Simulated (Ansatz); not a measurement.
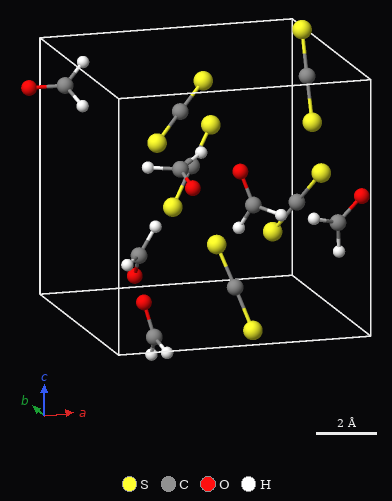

Starting frame of a dynamics run of a periodic cell with 5 CS2 + 6 H2CO at 1.344 g/cm³. The picture is a ball-and-stick view of the simulation cell, seen slightly off an axis.

All numbers below come from DFT PBE, scalar-relativistic, plane waves, PAW in Ansatz.

Input
```yaml
accuracy: low
crystal:
  lattice:
    - [8.848493, 0.0, 0.0]
    - [0.0, 8.848493, 0.0]
    - [0.0, 0.0, 8.848493]
  atoms:
    - { symbol: S, position: [0.8847637, 0.51342608, 1.07675386] }
    - { symbol: C, position: [0.8882135, 0.46134647, 0.90777929] }
    - { symbol: S, position: [0.89303198, 0.41069559, 0.73920479] }
    - { symbol: S, position: [0.54431345, 0.67843243, 0.86325584] }
    - { symbol: C, position: [0.42451335, 0.58687014, 0.77391759] }
    - { symbol: S, position: [0.30410645, 0.49432259, 0.68185481] }
    - { symbol: S, position: [0.48172511, 0.30637344, 0.31767948] }
    - { symbol: C, position: [0.53698115, 0.24897552, 0.16037044] }
    - { symbol: S, position: [0.58908981, 0.19003546, 0.00222381] }
    - { symbol: S, position: [0.03173542, 0.74126368, 0.45257144] }
    - { symbol: C, position: [-0.03481503, 0.83788255, 0.32110543] }
    - { symbol: S, position: [-0.1013504, 0.93309367, 0.18824282] }
    - { symbol: S, position: [0.67374118, -0.00233803, 0.60591326] }
    - { symbol: C, position: [0.58107617, -0.05623181, 0.46555439] }
    - { symbol: S, position: [0.48968857, -0.10900701, 0.32407117] }
    - { symbol: O, position: [0.27880819, 0.69791062, 0.1173303] }
    - { symbol: C, position: [0.26754187, 0.60687875, 0.21882898] }
    - { symbol: H, position: [0.3360449, 0.61679572, 0.32420863] }
    - { symbol: H, position: [0.19053032, 0.50796782, 0.21127853] }
    - { symbol: O, position: [-0.08814057, 0.86400601, 0.83796534] }
    - { symbol: C, position: [0.03845929, 0.81188793, 0.85062344] }
    - { symbol: H, position: [0.12625024, 0.86559704, 0.92293853] }
    - { symbol: H, position: [0.07459391, 0.70609287, 0.79270332] }
    - { symbol: O, position: [1.04219189, 0.25912669, 0.47622315] }
    - { symbol: C, position: [0.94111639, 0.23822408, 0.38525907] }
    - { symbol: H, position: [0.95498209, 0.26880454, 0.26433397] }
    - { symbol: H, position: [0.8306857, 0.18852741, 0.41990585] }
    - { symbol: O, position: [0.27151246, -0.06478088, 0.64112316] }
    - { symbol: C, position: [0.26298067, 0.0655158, 0.68472529] }
    - { symbol: H, position: [0.15407982, 0.12872275, 0.68397647] }
    - { symbol: H, position: [0.36463584, 0.12805179, 0.72724543] }
    - { symbol: O, position: [0.17239084, 0.2394717, 0.13064115] }
    - { symbol: C, position: [0.2029302, 0.20574307, 0.00124532] }
    - { symbol: H, position: [0.21879789, 0.29222514, -0.08890642] }
    - { symbol: H, position: [0.21601017, 0.08484534, -0.03267441] }
    - { symbol: O, position: [0.66390247, 0.58984297, 0.52136512] }
    - { symbol: C, position: [0.70570728, 0.5580465, 0.39538431] }
    - { symbol: H, position: [0.66827348, 0.62283998, 0.29361263] }
    - { symbol: H, position: [0.78598434, 0.46295118, 0.37271511] }
basis:
  ecutwfc: 420.0
kpoints:
  mp_grid: { grid: [1, 1, 1] }
hamiltonian:
  xc: pbe
scf:
  occupations: { method: fermi_dirac, width: 0.02 }
  lower_state_search: "off"
md:
  timestep: 0.75
  n_steps: 300
  ensemble: nvt_langevin
  temperature: 300.0
  initial_velocities: maxwell_boltzmann
  seed: 249207
  friction: 0.02
```

Launched with:
```bash
ansatz run input.yaml --threads 1 --pin off --max-ram 3072MiB --backend cpu --events-out ev --progress --plain --runs-dir out
```

What does the trajectory do?

The mean temperature in the second half is 275 K (standard deviation 21 K). The potential energy is still drifting at the end, so the run hasn't reached equilibrium. The potential energy in the second half lies on average 30.5 meV per atom above the first frame. In the second half of the run the atoms are, in the root-mean-square, this far from where they began (common drift taken out): H 0.94 Å, O 0.52 Å, C 0.37 Å, S 0.33 Å. The heavy atoms stay within a fraction of a molecule's size of their starting places, while the hydrogen atoms travel further, as molecules turn; so short a run doesn't tell a liquid from a solid.

Along the run (each row but the first and the last is the mean over the interval that it begins):

```csv
time (fs),potential energy (meV/atom),T (K)
0.0,0.0,292
22.5,18.2,264
45.0,23.7,284
67.5,26.3,285
90.0,27.5,268
112.5,27.8,279
135.0,27.4,294
157.5,30.2,263
180.0,33.1,273
202.5,33.9,265
225.0,33.6,279
```

The paths of the atoms:

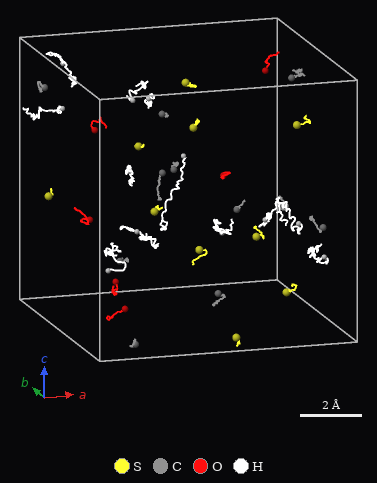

Limits of the set-up: the program's low-accuracy preset was used.
